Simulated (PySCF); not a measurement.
# Solver options tried on AlO⁻

The same problem is solved with other solver options, one edit a run.

Program: PySCF 2.14.0. Level of theory: each script names its method and basis. These are calculated values, not measurements.

## Step 1: Where the work starts

AlO⁻: 2 atoms, charge -1, spin multiplicity 1.

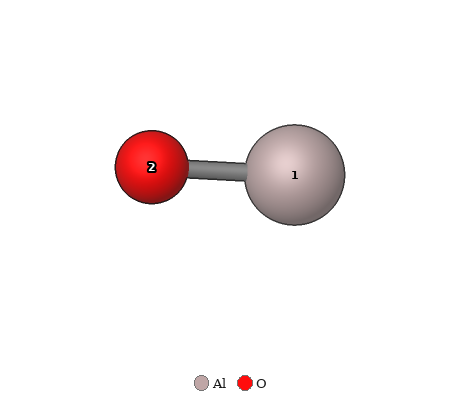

As it starts; aluminium light grey, oxygen red; atoms are numbered from 1 in the order of the file.

## Step 2: The run that the others are compared with

input.py

```python
from pyscf import gto, scf, mp

mol = gto.M(
    atom='Al 0 0 0; O 0 0 1.535',
    basis='6-31g*',
    charge=-1,
    spin=0,
    verbose=4,
)
mf = scf.RHF(mol)
mf.kernel()
mp.MP2(mf, frozen=6).kernel()
mf.dip_moment()
print('orbital energies (hartree):', mf.mo_energy[..., max(0, mol.nelec[1]-3):mol.nelec[0]+3].round(4))
```

Started as:

```
OMP_NUM_THREADS=1 python input.py
```

Its log is not repeated here.

Base result: E(SCF) = -316.759396 Eh, 10 cycles, E(MP2) − E(SCF) = -0.24795 Eh.

The bond length is a typed value, not an optimised one. The dipole of an ion depends on the origin.

## Step 3: Initial guess hcore

Variant 1 changes initial guess: minao → hcore.

input.py

```python
from pyscf import gto, scf, mp

mol = gto.M(
    atom='Al 0 0 0; O 0 0 1.535',
    basis='6-31g*',
    charge=-1,
    spin=0,
    verbose=4,
)
mf = scf.RHF(mol)
mf.init_guess = 'hcore'
mf.kernel()
mp.MP2(mf, frozen=6).kernel()
mf.dip_moment()
print('orbital energies (hartree):', mf.mo_energy[..., max(0, mol.nelec[1]-3):mol.nelec[0]+3].round(4))
```

Started as:

```
OMP_NUM_THREADS=1 python input.py
```

## Step 4: DIIS space 4

Variant 2 changes DIIS space: default → 4.

input.py: that of step 2 with these lines changed.

```diff
@@ -10,2 +10,3 @@
 mf = scf.RHF(mol)
+mf.diis_space = 4
 mf.kernel()
```

## Step 5: Smearing width 0.005 hartree

Variant 3 changes smearing width: none → 0.005 hartree; step after the SCF: mp2 → none.

input.py: that of step 2 with these lines changed.

```diff
@@ -1,2 +1,2 @@
-from pyscf import gto, scf, mp
+from pyscf import gto, scf
 
@@ -10,4 +10,4 @@
 mf = scf.RHF(mol)
+mf = scf.addons.smearing_(mf, sigma=0.005, method='fermi')
 mf.kernel()
-mp.MP2(mf, frozen=6).kernel()
 mf.dip_moment()
```

**Question.** What will these runs give? Wanted: for each run, E(SCF); from base; gap; after the SCF.

As calculated:

| run | E(SCF) (hartree) | from base (eV) | cycles | gap (eV) | after the SCF |
| --- | --- | --- | --- | --- | --- |
| base | -316.759396 | 0 | 10 | 9.58 | MP2 correlation -6.747 eV, core frozen |
| initial guess hcore | -316.759396 | 0.0000 | 15 | 9.58 | MP2 correlation -6.747 eV, core frozen |
| DIIS space 4 | -316.759396 | 0.0000 | 10 | 9.58 | MP2 correlation -6.747 eV, core frozen |
| smearing width 0.005 hartree | -316.759396 | 0.0000 | 10 | n/a | n/a |

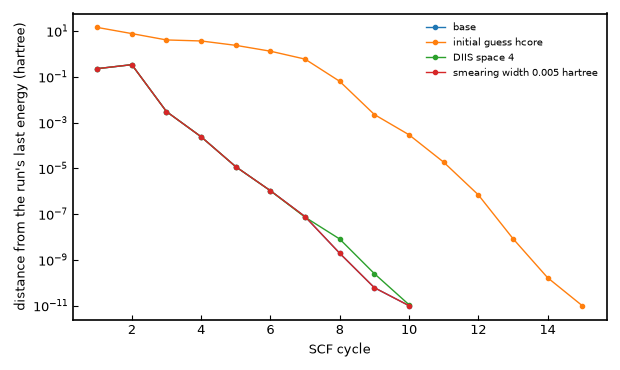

Convergence of the SCF energy, run by run.

What this shows: With initial guess hcore or DIIS space 4 or smearing width 0.005 hartree the SCF ends at the base energy. The base needs 10 cycles and the run with initial guess hcore needs 15.
